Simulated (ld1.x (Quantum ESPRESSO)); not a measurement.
Al: pseudopotential generation (part 2 of 2)

The same run, continued: aluminium (Al, Z = 13), core [Ne], reference valence 3s2 3p1, valence charge 3. Method: TM potential, LDA (PZ), scalar-relativistic, made with ld1.x (Quantum ESPRESSO) 7.5.

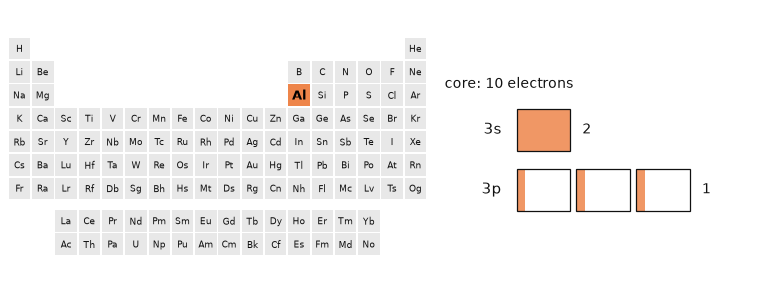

Left, the place of aluminium in the periodic table; right, the valence shells of the reference configuration: a box for each of the 2l + 1 orbitals, shaded by the share of the shell that is filled, with the electron count at the right.

## Output of the test run (extracts), continued
```
     ---------------------- Testing the pseudopotential ----------------------

     Al
     scalar relativistic calculation

     atomic number is 13.00   valence charge is  3.00
     dft =PZ   lsd =0 sic =0 latt =0  beta=0.20 tr2=1.0E-14
     mesh =1135 r(mesh) = 100.48924 xmin = -7.00 dx = 0.01250

     n l     nl             e AE (Ry)        e PS (Ry)    De AE-PS (Ry)
     1 0     3S   1( 1.00)       -1.15566       -1.15484       -0.00082
     2 1     3P   1( 1.00)       -0.72388       -0.72315       -0.00072

     eps = 6.6E-16  iter =  7

     Etot =    -482.670025 Ry,    -241.335012 Ha,   -6567.060235 eV
     Etotps =   -14.555732 Ry,      -7.277866 Ha,    -198.040828 eV
     dEtot_ae =       0.857441 Ry
     dEtot_ps =       0.857097 Ry,   Delta E=       0.000344 Ry

     Ekin =       1.142588 Ry,       0.571294 Ha,      15.545700 eV
     Encl =      -4.609991 Ry,      -2.304996 Ha,     -62.722123 eV
     Ehrt =       1.394647 Ry,       0.697324 Ha,      18.975140 eV
     Ecxc =     -12.416774 Ry,      -6.208387 Ha,    -168.938823 eV
     (Ecc =     -11.466369 Ry,      -5.733184 Ha,    -156.007893 eV)
     Epseu=      -0.066202 Ry,      -0.033101 Ha,      -0.900721 eV

     ---------------------- End of pseudopotential test ----------------------

     ---------------------- Testing the pseudopotential ----------------------

     Al
     scalar relativistic calculation

     atomic number is 13.00   valence charge is  3.00
     dft =PZ   lsd =1 sic =0 latt =0  beta=0.20 tr2=1.0E-14
     mesh =1135 r(mesh) = 100.48924 xmin = -7.00 dx = 0.01250

     n l     nl             e AE (Ry)        e PS (Ry)    De AE-PS (Ry)
     1 0     3S   1( 1.00)       -0.59287       -0.59301        0.00013
     2 1     3P   1( 1.00)       -0.22059       -0.22067        0.00008
     1 0     3S   2( 1.00)       -0.54881       -0.54864       -0.00017
     2 1     3P   2( 0.00)       -0.18010       -0.17998       -0.00011

     eps = 4.9E-15  iter =  9

     Etot =    -483.537442 Ry,    -241.768721 Ha,   -6578.862050 eV
     Etotps =   -15.422855 Ry,      -7.711428 Ha,    -209.838638 eV
     dEtot_ae =      -0.009976 Ry
     dEtot_ps =      -0.010026 Ry,   Delta E=       0.000050 Ry

     Ekin =       1.248955 Ry,       0.624477 Ha,      16.992896 eV
     Encl =      -6.638948 Ry,      -3.319474 Ha,     -90.327491 eV
     Ehrt =       2.901253 Ry,       1.450627 Ha,      39.473559 eV
     Ecxc =     -12.899054 Ry,      -6.449527 Ha,    -175.500566 eV
     (Ecc =     -11.466369 Ry,      -5.733184 Ha,    -156.007893 eV)
     Epseu=      -0.035062 Ry,      -0.017531 Ha,      -0.477036 eV

     ---------------------- End of pseudopotential test ----------------------

     ---------------------- Testing the pseudopotential ----------------------

     Al
     scalar relativistic calculation

     atomic number is 13.00   valence charge is  3.00
     dft =PZ   lsd =1 sic =0 latt =0  beta=0.20 tr2=1.0E-14
     mesh =1135 r(mesh) = 100.48924 xmin = -7.00 dx = 0.01250

     n l     nl             e AE (Ry)        e PS (Ry)    De AE-PS (Ry)
     1 0     3S   1( 1.00)       -1.80641       -1.80591       -0.00050
     2 1     3P   1( 0.00)       -1.32028       -1.32080        0.00052
     1 0     3S   2( 0.00)       -1.65388       -1.65735        0.00347
     2 1     3P   2( 0.00)       -1.17855       -1.18225        0.00370

     eps = 2.0E-18  iter =  7

     Etot =    -481.704947 Ry,    -240.852474 Ha,   -6553.929691 eV
     Etotps =   -13.590692 Ry,      -6.795346 Ha,    -184.910781 eV
     dEtot_ae =       1.822519 Ry
     dEtot_ps =       1.822138 Ry,   Delta E=       0.000381 Ry

     Ekin =       0.503438 Ry,       0.251719 Ha,       6.849629 eV
     Encl =      -2.484391 Ry,      -1.242196 Ha,     -33.801865 eV
     Ehrt =       0.411410 Ry,       0.205705 Ha,       5.597518 eV
     Ecxc =     -12.021149 Ry,      -6.010574 Ha,    -163.556064 eV
     (Ecc =     -11.466369 Ry,      -5.733184 Ha,    -156.007893 eV)

     ---------------------- End of pseudopotential test ----------------------
```

## Results in brief

- outcome: generated
- cutoffs needed: 25 Ry and 55 Ry (the cutoffs, on a coarse ladder, from which the occupation-weighted sum of valence levels, in a spherical-Bessel basis at the reference potential, stays within 10 and 1 mRy of its value at 400 Ry); ghost states and empty shells don't enter this sum
- ghost test: no ghost state below the valence levels in the p, d, s, f channels (spherical-Bessel basis up to 400 Ry, 20 bohr box)
- largest excitation error: +12 meV (all-electron minus pseudo) for 3s1 3p0, out of 7 test configurations
- range over which the phases arctan(r u′/u) at the test radius agree within 0.05 rad (a looser test near the poles than one of phase shifts): s: up to about 1.4 Ry; p: up to about 1.6 Ry; d: up to about 2.7 Ry
- hardware: 1 CPU thread, shared host
- wall time: 0.83 s
